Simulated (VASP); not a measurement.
Band structure of KTaO₃ (cubic perovskite). These are revTPSS meta-GGA, VASP's PBE PAW potentials (set 64) (plane waves; VASP) values and carry that method's errors.

Unless said otherwise, spin-orbit coupling is left out, though it shifts the bands of the heavy elements here.

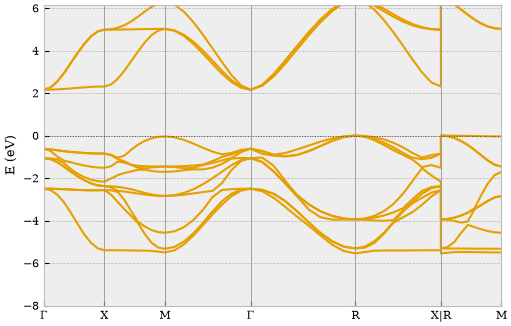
*Bands along high-symmetry lines, zero at the valence-band maximum or, without a gap, the Fermi level*

Q: Read the plot: is there a gap, and where are the band edges?

A: The gap is indirect, 2.16 eV, from the valence maximum at R to the conduction minimum at Γ.

Measured: gap 3.64 eV (computed value off by -1.48 eV), as given by Burak Himmetoglu et al., Journal of Physics Condensed Matter (2016), arXiv:1601.06205.

The compound is KTaO3 in the cubic perovskite structure. It was relaxed first.
